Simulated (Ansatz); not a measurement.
# C₂H₃AlO (SMILES C=[C]1[O][AlH]1): what the fields show

Input file:

```
crystal:
  periodic: [false, false, false]
  atoms:
    - {symbol: C, position_ang: [-0.566938, 0.915987, 0.957177]}
    - {symbol: C, position_ang: [-0.051791, 0.078408, 0.075463]}
    - {symbol: O, position_ang: [1.080965, -0.758255, 0.246907]}
    - {symbol: Al, position_ang: [0.445419, -0.999128, -1.340502]}
    - {symbol: H, position_ang: [-0.129771, 1.031914, 1.944780]}
    - {symbol: H, position_ang: [-1.439574, 1.502395, 0.702928]}
    - {symbol: H, position_ang: [0.722890, -1.839420, -2.632452]}
basis:
  gaussian: {orbitals: def2-TZVPP}
hamiltonian: {xc: pbe0, dispersion: d4}
output: {orbitals: {seedname: orbitals}}
```

Command:

```sh
ansatz run in.yaml --threads 2 --pin off --events-out ev --progress --plain --max-ram 4352MiB
```

Geometry: PBE0-D4/def2-TZVP.

All numbers below come from Ansatz, RKS PBE0-D4/def2-TZVPP.

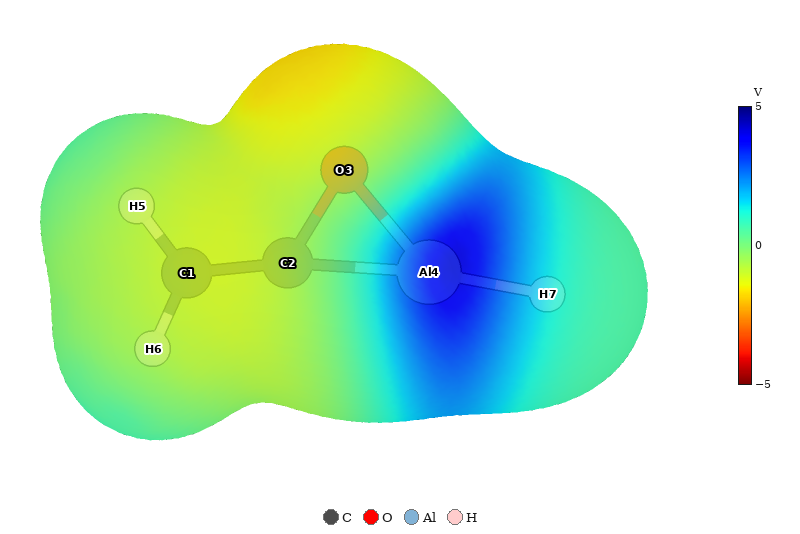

Figure 1. The molecular electrostatic potential painted on the density surface at 0.002 e/bohr³, seen across its widest extent; red is negative and blue positive.

### Where is the surface potential most negative and most positive?

The most negative region (about −1.7 V, or −39 kcal/mol for a unit charge) lies over O3, the most positive (about +4.0 V, or +92 kcal/mol for a unit charge) over Al4. O3 is the likeliest acceptor of a hydrogen bond.

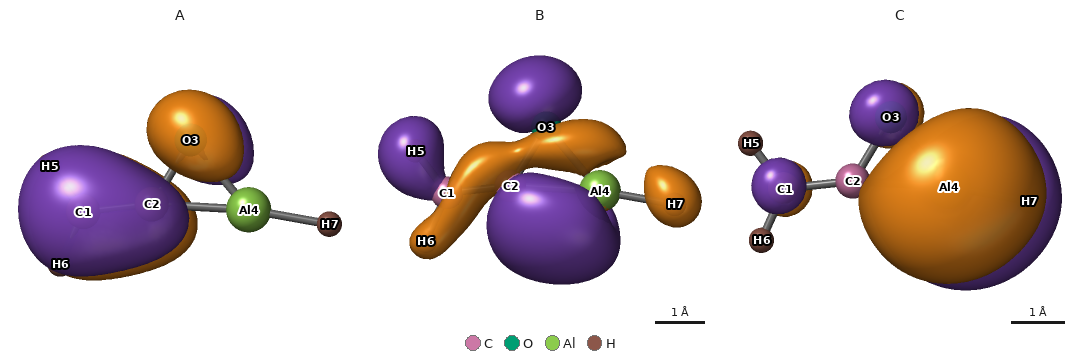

Figure 2. Three frontier orbitals at ±0.08 Å⁻³ᐟ² (orange and purple are the two phases), in no order.

### Which picture is the HOMO−1, the HOMO and the LUMO?

B is the HOMO−1 (−7.05 eV). By Hirshfeld shares it lies mainly on C2 (about 30 %), O3 (about 30 %), Al4 (about 25 %) and C1 (about 5 %); it is symmetric in the molecular plane (an in-plane orbital: σ, lone-pair or in-plane π type). A is the HOMO (−6.40 eV). It lies mainly on C1 (about 40 %), C2 (about 25 %) and O3 (about 25 %); it changes sign across the molecular plane (π type); π-bonding across C1–C2; π-antibonding (a node) across C2–O3. C is the LUMO (−1.48 eV). By Hirshfeld shares it lies mainly on Al4 (about 75 %), H7 (about 5 %) and O3 (about 5 %); it changes sign across the molecular plane (π type).

### What is the HOMO–LUMO gap?

4.92 eV between the orbital energies.

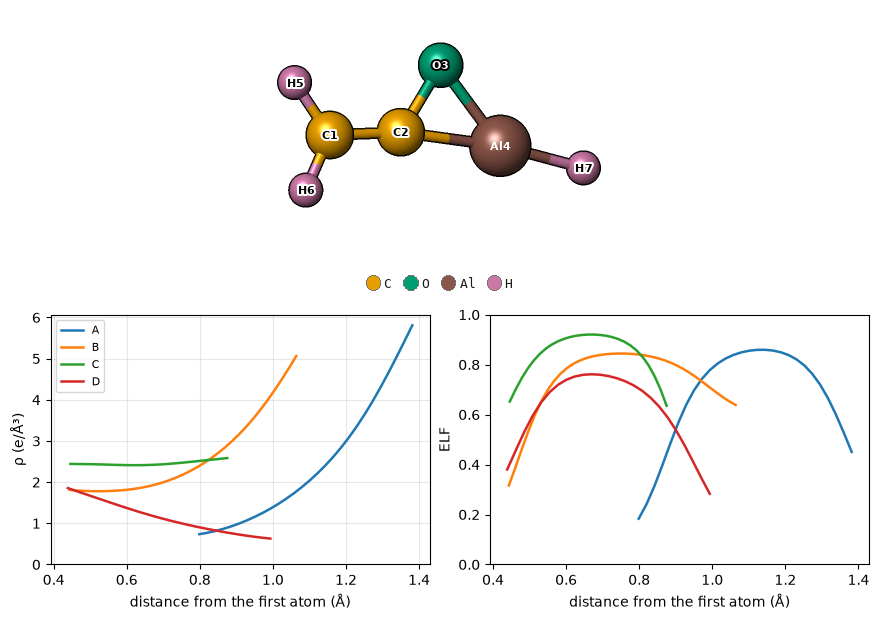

Figure 3. Total electron density and ELF along straight lines between neighbouring atoms. The curves leave out the atomic cores. The structure is drawn too.

### Which curve belongs to which contact (Al–O, C–Al, C–C and C–O)? The first atom named is at distance zero.

Curve A: Al–O (1.73 Å): the density is about 0.86 e/Å³ at the midpoint; the ELF peaks at about 0.85 in the valence shell of O, 0.6 Å from its nucleus, and is about 0.40 at the midpoint. Curve B: C–O (1.42 Å): ρ at the midpoint is about 2 e/Å³, with its minimum of 1.8 e/Å³ about 0.5 Å from C; the ELF peaks at about 0.85 between the atoms (a shared but strongly polarised pair). Curve C: C–C (1.32 Å): ρ is about 2.4 e/Å³ halfway; the ELF peaks at about 0.90 between the atoms: a multiple bond. Curve D: C–Al (1.85 Å): ρ at the midpoint is about 0.71 e/Å³; the ELF peaks at about 0.75 in the valence shell of C, 0.7 Å from its nucleus, and is about 0.50 at the midpoint.

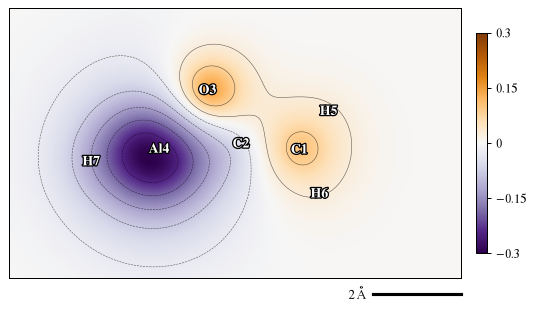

Figure 4. One frontier orbital on a plane 0.8 Å above the molecular plane (values in Å⁻³ᐟ²; the overall sign is arbitrary).

### Which orbital is it: HOMO or LUMO?

The LUMO, at −1.48 eV. Its weight (Hirshfeld) is mainly on Al4 (about 75 %), H7 (about 5 %) and O3 (about 5 %); it changes sign across the molecular plane (π type).
